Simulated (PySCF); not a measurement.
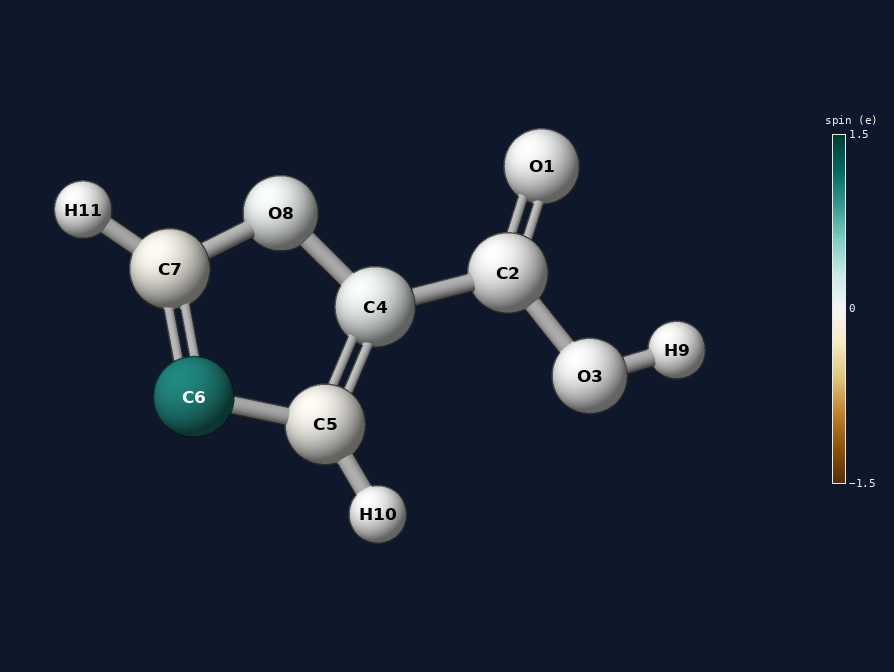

Atoms are coloured by their Mulliken spin populations. State: neutral, doublet. Computed geometry: GFN2-xTB optimisation. No frequency run is at hand to confirm it as a minimum. Properties computed with UKS B3LYP, pcH-1 on C H O, non-relativistic (PySCF 2.14.0).

> Which atom carries the largest spin population?

C6 (1.01 e).

> Which atom has the lowest spin population?

C7 (−0.07 e); a negative value comes from spin polarisation.

Give the Mulliken spin populations atom by atom.

| atom | value (e) |
| --- | --- |
| O1 | 0.01 |
| C2 | 0.00 |
| O3 | 0.00 |
| C4 | 0.05 |
| C5 | −0.05 |
| C6 | 1.01 |
| C7 | −0.07 |
| O8 | 0.03 |
| H9 | 0.00 |
| H10 | 0.01 |
| H11 | 0.00 |

Mulliken values depend strongly on the basis set.
